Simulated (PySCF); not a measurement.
**NEVPT2(11,9)/STO-3G run of AlHF (SMILES [F][AlH])**

What is the vertical ionisation energy of AlHF at NEVPT2(11,9)/STO-3G? Input form: a Python script.

The results are computed with PySCF 2.14.0.

9 further runs of the same task are left out: 9 set aside as unsound or not needed.

### 1 The structure to begin with

The species is AlHF (3 atoms), meant as a doublet with charge 0. As SMILES, `[F][AlH]`. Geometry: relaxed at PBE0-D4/def2-TZVP.

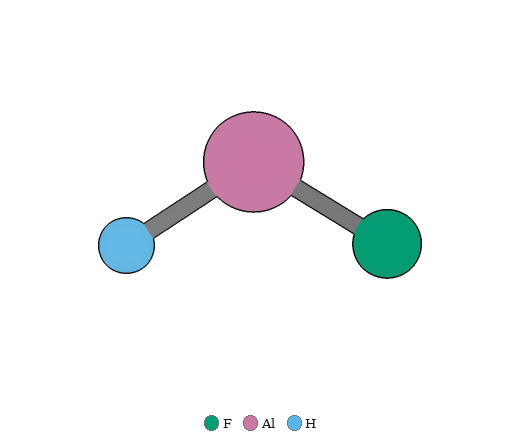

The structure, seen from a chosen angle (fluorine teal, aluminium pink, hydrogen blue).

### 2 A single-point energy at NEVPT2(11,9)/STO-3G

run.py reads:

```python
import numpy
from pyscf import gto, scf, mp, mcscf, mrpt

mol = gto.M(
    atom=[
    ('F', (0.907100, 0.893200, 0.585600)),
    ('Al', (-0.432500, 0.318000, -0.199500)),
    ('H', (-0.485400, -1.276100, -0.399300)),
],
    max_memory=1860,
    verbose=4,
    charge=0,
    spin=1,
    basis='sto-3g',
)

mf = scf.ROHF(mol)
mf.conv_tol = 1e-10
mf.kernel()
if not mf.converged:
    mf = mf.newton().run(mf.mo_coeff, mf.mo_occ)

pt = mp.MP2(scf.addons.convert_to_uhf(mf)).run()
noons, natorbs = mcscf.addons.make_natural_orbitals(pt)
print('natural occupations', numpy.round(noons[:40], 4))
cas = mcscf.CASSCF(mf, 9, 11)
cas.fix_spin_(ss=0.75)
cas.natorb = True
cas.kernel(natorbs)
e_pt2 = mrpt.NEVPT(cas).kernel()
etot = cas.e_tot + e_pt2
print('E(%s) = %.9f' % ('NEVPT2', etot))
```

Started as:

```sh
$ OMP_NUM_THREADS=1 python run.py
```

The log of the run:

```text
PySCF version 2.14.0

[INPUT] num. atoms = 3
[INPUT] num. electrons = 23
[INPUT] charge = 0
[INPUT] spin (= nelec alpha-beta = 2S) = 1
[INPUT] symmetry False subgroup None
[INPUT] Mole.unit = angstrom
[INPUT] Symbol           X                Y                Z      unit          X                Y                Z       unit  Magmom
[INPUT]  1 F      0.907100000000   0.893200000000   0.585600000000 AA    1.714170567593   1.687903374462   1.106623618545 Bohr   0.0
[INPUT]  2 Al    -0.432500000000   0.318000000000  -0.199500000000 AA   -0.817306548874   0.600932907612  -0.377000361851 Bohr   0.0
[INPUT]  3 H     -0.485400000000  -1.276100000000  -0.399300000000 AA   -0.917273060864  -2.411479507557  -0.754567641539 Bohr   0.0

nuclear repulsion = 43.3969465141513
number of shells = 9
number of NR pGTOs = 45
number of NR cGTOs = 15
basis = sto-3g
ecp = {}

[... 37 lines left out ...]
converged SCF energy = -337.586499779479
[... 32 lines left out ...]
sorting_mo_energy = False
[... 22 lines left out ...]
1-step CASSCF converged in   4 macro ( 26 JK   8 micro) steps
[... 3 lines left out ...]
Natural orbital (expansion on meta-Lowdin AOs) in CAS space
[... 21 lines left out ...]
CASSCF energy = -337.644637290538
[... 2 lines left out ...]
******** <class 'pyscf.mrpt.nevpt2.NEVPT'> ********
NEVPT2 (6e+5e, 9o), ncore = 6, nvir = 0
root = 0
Natural occ [1.99969163 1.99191801 1.98137488 1.97308228 1.96310642 1.00396673
 0.03483469 0.02775222 0.02427313]
Natural orbital (expansion on meta-Lowdin AOs) in CAS space
               #1        #2        #3        #4        #5
0 F 1s          -0.00000   0.00026  -0.00000   0.00084  -0.00028
0 F 2s           0.00000  -0.08808  -0.00000   0.05004   0.07397
0 F 2px          0.01633  -0.23477   0.45528  -0.65111  -0.31532
[... 11 lines of this table left out ...]
2 H 1s           0.00000  -0.09274   0.00000   0.25844  -0.69630
               #6        #7        #8        #9
0 F 1s           0.00080  -0.00266   0.00000  -0.00308
0 F 2s          -0.04205   0.14914   0.00000   0.17414
0 F 2px          0.25331  -0.20034  -0.12722  -0.27557
[... 11 lines of this table left out ...]
2 H 1s          -0.34292   0.43790  -0.00000  -0.36065
<CAS-nat-orb|mo-hf>  7      5       -0.99926231
<CAS-nat-orb|mo-hf>  8      9        0.87029750
<CAS-nat-orb|mo-hf>  9      10      -0.99834965
<CAS-nat-orb|mo-hf>  10     8        0.89102615
<CAS-nat-orb|mo-hf>  11     11      -0.90862659
<CAS-nat-orb|mo-hf>  12     12       0.99685937
<CAS-nat-orb|mo-hf>  13     14      -0.99665794
<CAS-nat-orb|mo-hf>  14     13      -0.99907970
<CAS-nat-orb|mo-hf>  15     15      -0.99750962
Sr    (-1)',   E = -0.00000000000000
Si    (+1)',   E = -0.00340906494453
Sijrs (0)  ,   E = 0.00000000000000
Sijr  (+1) ,   E = -0.00000000000000
Srsi  (-1) ,   E = -0.00000000000000
Srs   (-2) ,   E = 0.00000000000000
Sij   (+2) ,   E = -0.00218419909431
Sir   (0)' ,   E = -0.00000000000000
Nevpt2 Energy = -0.005593264038837
E(NEVPT2) = -337.650230555
```

Run time: 8.1 s. Hardware: 1 thread of Arm Neoverse N1, shared host; peak memory 0.14 GiB.

### 3 The singlet cation

job.py reads:

```python
import numpy
from pyscf import gto, scf, mp, mcscf, mrpt

molecule = gto.Mole()
molecule.atom = '''
F      0.907100     0.893200     0.585600
Al    -0.432500     0.318000    -0.199500
H     -0.485400    -1.276100    -0.399300
'''
molecule.max_memory = 1860
molecule.basis = 'sto-3g'
molecule.spin = 0
molecule.verbose = 4
molecule.charge = 1
molecule.build()

calc0 = scf.RHF(molecule)
calc0.conv_tol = 1e-10
calc0.kernel()
if not calc0.converged:
    calc0 = calc0.newton().run(calc0.mo_coeff, calc0.mo_occ)

pt = mp.MP2(scf.addons.convert_to_uhf(calc0)).run()
noons, natorbs = mcscf.addons.make_natural_orbitals(pt)
print('natural occupations', numpy.round(noons[:40], 4))
cas = mcscf.CASSCF(calc0, 9, 10)
cas.fix_spin_(ss=0.0)
cas.natorb = True
cas.kernel(natorbs)
e_pt2 = mrpt.NEVPT(cas).kernel()
e_final = cas.e_tot + e_pt2
print(f'total energy: {e_final:.8f} hartree')
```

Started as:

```sh
$ OMP_NUM_THREADS=1 python job.py
```

The log of the run:

```text
PySCF version 2.14.0

[INPUT] num. atoms = 3
[INPUT] num. electrons = 22
[INPUT] charge = 1
[INPUT] spin (= nelec alpha-beta = 2S) = 0
[INPUT] symmetry False subgroup None
[INPUT] Mole.unit = angstrom
[INPUT] Symbol           X                Y                Z      unit          X                Y                Z       unit  Magmom
[INPUT]  1 F      0.907100000000   0.893200000000   0.585600000000 AA    1.714170567593   1.687903374462   1.106623618545 Bohr   0.0
[INPUT]  2 Al    -0.432500000000   0.318000000000  -0.199500000000 AA   -0.817306548874   0.600932907612  -0.377000361851 Bohr   0.0
[INPUT]  3 H     -0.485400000000  -1.276100000000  -0.399300000000 AA   -0.917273060864  -2.411479507557  -0.754567641539 Bohr   0.0

nuclear repulsion = 43.3969465141513
number of shells = 9
number of NR pGTOs = 45
number of NR cGTOs = 15
basis = sto-3g
ecp = {}

[... 39 lines left out ...]
converged SCF energy = -337.425788892449
[... 32 lines left out ...]
sorting_mo_energy = False
[... 34 lines left out ...]
1-step CASSCF converged in  10 macro ( 79 JK  22 micro) steps
[... 3 lines left out ...]
Natural orbital (expansion on meta-Lowdin AOs) in CAS space
[... 25 lines left out ...]
CASSCF energy = -337.514664565701
[... 7 lines left out ...]
Natural orbital (expansion on meta-Lowdin AOs) in CAS space
[... 33 lines left out ...]
Nevpt2 Energy = -0.006254510945207
total energy: -337.52091908 hartree
```

Wall time 13 s (1 thread of Arm Neoverse N1, shared host); peak memory 0.14 GiB.

### 4 Summary of results

At NEVPT2(11,9)/STO-3G:

```
                                             quantity          value
                           doublet AlHF: total energy  -337.65023 Eh
   doublet AlHF: dipole moment (Hartree–Fock density)         2.15 D
                         singlet cation: total energy  -337.52092 Eh
  singlet cation: HOMO energy (Hartree–Fock orbitals)      -17.88 eV
  singlet cation: LUMO energy (Hartree–Fock orbitals)       -4.07 eV
singlet cation: HOMO–LUMO gap (Hartree–Fock orbitals)       13.81 eV
   vertical ionisation energy (to the singlet cation)       3.519 eV
```

**Reading.** The vertical ionisation energy comes to 3.52 eV (340 kJ/mol). Only the singlet of the ionised species was computed; a triplet could lie lower. In a minimal basis such a difference can be off by several eV, whatever the method.
